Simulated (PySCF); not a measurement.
**InCNCl2 (SMILES N#[C][In]([Cl])[Cl]) at BLYP/def2-SVP (core potential)**

Aim: the vertical ionisation energy of InCNCl2 at BLYP/def2-SVP (core potential), from 2 runs. Input form: a Python script.

The results are computed with PySCF 2.14.0.

**1. The system as given**

The species is InCNCl2 (5 atoms), meant as a singlet with charge 0. SMILES: `N#[C][In]([Cl])[Cl]`. The shape is that of a PBE0-D4/def2-TZVP optimisation.

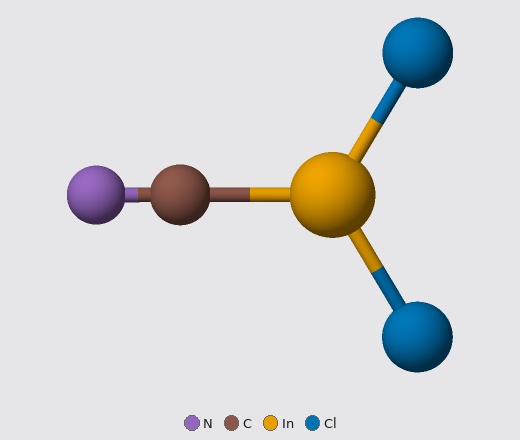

The structure, seen from a chosen angle (nitrogen purple, carbon brown, indium amber, chlorine blue).

**2. The energy at BLYP/def2-SVP (core potential)**

File run.py:

```python
from pyscf import gto, dft

mol = gto.M(
    atom='''
N      1.855711    -2.773173     3.730697
C      1.054278    -1.572441     2.100053
In    -0.397598     0.595264    -0.864361
Cl    -3.580464    -0.933525    -3.361256
Cl     1.162182     4.544602    -1.683557
''',
    basis='def2-svp',
    max_memory=1860,
    unit='bohr',
    charge=0,
    ecp={'In': 'def2-svp'},
    verbose=4,
)

mf = dft.RKS(mol, xc='blyp')
mf.conv_tol = 1e-10
mf.grids.level = 4
mf.kernel()
if not mf.converged:
    mf = mf.newton().run(mf.mo_coeff, mf.mo_occ)

e_tot = mf.e_tot
print('E = %.10f Eh' % e_tot)
```

Run with:

```bash
OMP_NUM_THREADS=1 python run.py
```

What it wrote:

```text
PySCF version 2.14.0

[INPUT] num. atoms = 5
[INPUT] num. electrons = 68
[INPUT] charge = 0
[INPUT] spin (= nelec alpha-beta = 2S) = 0
[INPUT] symmetry False subgroup None
[INPUT] Mole.unit = bohr
[INPUT] Symbol           X                Y                Z      unit          X                Y                Z       unit  Magmom
[INPUT]  1 N      0.981999971254  -1.467499953539   1.974199833248 AA    1.855711000000  -2.773173000000   3.730697000000 Bohr   0.0
[INPUT]  2 C      0.557899891574  -0.832099942716   1.111300189324 AA    1.054278000000  -1.572441000000   2.100053000000 Bohr   0.0
[INPUT]  3 In    -0.210399800707   0.315000143281  -0.457400143208 AA   -0.397598000000   0.595264000000  -0.864361000000 Bohr   0.0
[INPUT]  4 Cl    -1.894699953319  -0.494000155824  -1.778700075268 AA   -3.580464000000  -0.933525000000  -3.361256000000 Bohr   0.0
[INPUT]  5 Cl     0.615000229341   2.404899811101  -0.890899997685 AA    1.162182000000   4.544602000000  -1.683557000000 Bohr   0.0

nuclear repulsion = 333.587002805101
number of shells = 38
number of NR pGTOs = 181
number of NR cGTOs = 90
basis = def2-svp
ecp = {'In': 'def2-svp'}

******** <class 'pyscf.dft.rks.RKS'> ********
method = RKS
initial guess = minao
damping factor = 0
level_shift factor = 0
DIIS = <class 'pyscf.scf.diis.CDIIS'>
diis_start_cycle = 1
diis_space = 8
diis_damp = 0
SCF conv_tol = 1e-10
SCF conv_tol_grad = None
SCF max_cycles = 50
direct_scf = True
direct_scf_tol = 1e-13
XC library pyscf.dft.libxc version 7.0.0
    S. Lehtola, C. Steigemann, M. J.T. Oliveira, and M. A.L. Marques.,  SoftwareX 7, 1–5 (2018)
XC functionals = blyp
    A. D. Becke.,  Phys. Rev. A 38, 3098 (1988)
    C. Lee, W. Yang, and R. G. Parr.,  Phys. Rev. B 37, 785 (1988)
    B. Miehlich, A. Savin, H. Stoll, and H. Preuss.,  Chem. Phys. Lett. 157, 200 (1989)
radial grids:
    Treutler-Ahlrichs [JCP 102, 346 (1995); DOI:10.1063/1.469408] (M4) radial grids

becke partition: Becke, JCP 88, 2547 (1988); DOI:10.1063/1.454033
pruning grids: <function nwchem_prune>
grids dens level: 4
symmetrized grids: False
atomic radii adjust function: <function treutler_atomic_radii_adjust>
small_rho_cutoff = 0
Set gradient conv threshold to 1e-05
Initial guess from minao.
tot grids = 145992
init E= -1182.32247786581
  HOMO = -0.607324350932874  LUMO = -0.557389489029137  gap/eV = 1.35880
cycle= 1 E= -1201.47295900075  delta_E= -19.2  |g|= 2.52  |ddm|= 13.4
  HOMO = 0.102777747872582  LUMO = 0.112151628088343  gap/eV = 0.25508
cycle= 2 E= -1185.92994361081  delta_E= 15.5  |g|= 9.17  |ddm|= 10.1
  HOMO = -0.220953587686715  LUMO = -0.0268889174864996  gap/eV = 5.28077
cycle= 3 E= -1202.17632409446  delta_E= -16.2  |g|=  1.7  |ddm|= 6.67
  HOMO = -0.234571513034804  LUMO = -0.111086452503494  gap/eV = 3.36020
cycle= 4 E= -1202.28658439317  delta_E= -0.11  |g|= 1.75  |ddm|= 2.68
  HOMO = -0.258220820245906  LUMO = -0.118388635182563  gap/eV = 3.80503
cycle= 5 E= -1202.98524882451  delta_E= -0.699  |g|= 0.375  |ddm|= 1.35
  HOMO = -0.286265578402069  LUMO = -0.119489185025454  gap/eV = 4.53822
cycle= 6 E= -1203.01652747128  delta_E= -0.0313  |g|= 0.199  |ddm|= 0.72
  HOMO = -0.284668333501012  LUMO = -0.118035432392348  gap/eV = 4.53431
cycle= 7 E= -1203.02767767695  delta_E= -0.0112  |g|= 0.0427  |ddm|= 0.271
  HOMO = -0.286338729907513  LUMO = -0.118262305247842  gap/eV = 4.57359
cycle= 8 E= -1203.02826469107  delta_E= -0.000587  |g|= 0.00562  |ddm|= 0.063
  HOMO = -0.28643122262961  LUMO = -0.118398438113199  gap/eV = 4.57240
cycle= 9 E= -1203.02827376756  delta_E= -9.08e-06  |g|= 0.00147  |ddm|= 0.00835
  HOMO = -0.286218244754957  LUMO = -0.11820539018122  gap/eV = 4.57186
cycle= 10 E= -1203.02827433032  delta_E= -5.63e-07  |g|= 0.000273  |ddm|= 0.00206
  HOMO = -0.286252069144263  LUMO = -0.118239650695968  gap/eV = 4.57185
cycle= 11 E= -1203.02827434812  delta_E= -1.78e-08  |g|= 4.51e-05  |ddm|= 0.000366
  HOMO = -0.286255494412368  LUMO = -0.118239995060143  gap/eV = 4.57193
cycle= 12 E= -1203.0282743487  delta_E= -5.8e-10  |g|= 1.44e-05  |ddm|= 6.85e-05
  HOMO = -0.286256336422671  LUMO = -0.118240256937259  gap/eV = 4.57195
cycle= 13 E= -1203.02827434864  delta_E= 5.96e-11  |g|= 2.01e-05  |ddm|= 4.34e-05
  HOMO = -0.286255910515093  LUMO = -0.118240415894207  gap/eV = 4.57193
cycle= 14 E= -1203.02827434875  delta_E= -1.18e-10  |g|= 1.64e-06  |ddm|= 2.69e-05
  HOMO = -0.286255736795273  LUMO = -0.118240353233062  gap/eV = 4.57193
cycle= 15 E= -1203.02827434876  delta_E= -2.73e-12  |g|= 1.02e-06  |ddm|= 2.84e-06
  HOMO = -0.286255962271143  LUMO = -0.118240395111204  gap/eV = 4.57194
Extra cycle  E= -1203.02827434876  delta_E= -2.5e-12  |g|= 2.63e-06  |ddm|= 3.72e-06
converged SCF energy = -1203.02827434876
E = -1203.0282743488 Eh
```

Run time: 17 s. Hardware: 1 thread of Arm Neoverse V1, shared host; peak memory 0.46 GiB.

**3. The doublet cation, same level**

File job.py:

```python
from pyscf import gto, dft

mol = gto.Mole()
mol.atom = '''
N        0.982000      -1.467500       1.974200
C        0.557900      -0.832100       1.111300
In      -0.210400       0.315000      -0.457400
Cl      -1.894700      -0.494000      -1.778700
Cl       0.615000       2.404900      -0.890900
'''
mol.ecp = {'In': 'def2-svp'}
mol.verbose = 3
mol.basis = 'def2-svp'
mol.max_memory = 1860
mol.charge = 1
mol.spin = 1
mol.build()

myscf = dft.UKS(mol)
myscf.xc = 'blyp'
myscf.conv_tol = 1e-10
myscf.grids.level = 4
myscf.kernel()
if not myscf.converged:
    myscf = myscf.newton().run(myscf.mo_coeff, myscf.mo_occ)

etot = myscf.e_tot
print('E(%s) = %.9f' % ('BLYP', etot))
```

Run with:

```bash
OMP_NUM_THREADS=1 python job.py
```

What it wrote:

```text
WARN: HOMO -0.607324338967653 >= LUMO -0.607324338967647

WARN: HOMO -0.0685672588686841 >= LUMO -0.0681058373244267

WARN: HOMO -0.497041489979401 >= LUMO -0.496522395020838

WARN: HOMO -0.497336407490183 >= LUMO -0.496703641400038

WARN: HOMO -0.496811944742038 >= LUMO -0.49651797946817

WARN: HOMO -0.496841605001143 >= LUMO -0.49671405375726

WARN: HOMO -0.497201569706971 >= LUMO -0.496825136736097

WARN: HOMO -0.497262642305928 >= LUMO -0.496827302080595

WARN: HOMO -0.497260036250273 >= LUMO -0.496848373994985

WARN: HOMO -0.497243342179281 >= LUMO -0.496840592473389

WARN: HOMO -0.497243025323137 >= LUMO -0.496835509396798

WARN: HOMO -0.497254730883662 >= LUMO -0.496835714924942

WARN: HOMO -0.497255136789234 >= LUMO -0.496835910023502

WARN: HOMO -0.497263716101198 >= LUMO -0.496841508605792

WARN: HOMO -0.497269116758171 >= LUMO -0.496843505224693

WARN: HOMO -0.497270070668753 >= LUMO -0.496843593052162

WARN: HOMO -0.497265744471975 >= LUMO -0.496843762516215

WARN: HOMO -0.497265256624705 >= LUMO -0.496844867259149

WARN: HOMO -0.497265304136788 >= LUMO -0.496844852704313

WARN: HOMO -0.497265872683709 >= LUMO -0.496845488322048

WARN: HOMO -0.497265105843229 >= LUMO -0.496845233250983

WARN: HOMO -0.497265606943492 >= LUMO -0.496845369201282

WARN: HOMO -0.497265542050498 >= LUMO -0.496845316618069

WARN: HOMO -0.497265572324602 >= LUMO -0.496845344125855

WARN: HOMO -0.497265583803683 >= LUMO -0.496845350037386

WARN: HOMO -0.497265631432137 >= LUMO -0.49684535296874

SCF not converged.
SCF energy = -1202.63513013447 after 50 cycles  <S^2> = 0.75202154  2S+1 = 2.0020205

WARN: HOMO -0.497272760558241 >= LUMO -0.496837524751304

converged SCF energy = -1202.63513015357  <S^2> = 0.75202154  2S+1 = 2.0020205
E(BLYP) = -1202.635130154
```

Wall time 93 s (1 thread of Arm Neoverse V1, shared host); peak memory 0.61 GiB.

**4. Outcome**

At BLYP/def2-SVP (core potential):

| quantity | value |
| --- | --- |
| singlet InCNCl2: total energy | -1203.02827 Eh |
| singlet InCNCl2: dipole moment | 1.71 D |
| singlet InCNCl2: HOMO energy | -7.79 eV |
| singlet InCNCl2: LUMO energy | -3.22 eV |
| singlet InCNCl2: HOMO–LUMO gap | 4.57 eV |
| doublet cation: total energy | -1202.63513 Eh |
| doublet cation: HOMO energy (highest over α and β) | -13.53 eV |
| doublet cation: LUMO energy (lowest over α and β) | -13.52 eV |
| doublet cation: ⟨S²⟩ | 0.752 |
| vertical ionisation energy (to the doublet cation) | 10.698 eV |

In words: The vertical ionisation energy comes to 10.70 eV (1032 kJ/mol). The negative HOMO energy of the first species, 7.79 eV, lies 2.91 eV below that difference. Mulliken charges (singlet InCNCl2) run from -0.26 on C2 to +0.46 on In3. Mulliken charges (doublet cation) run from -0.13 on C2 to +0.64 on In3.
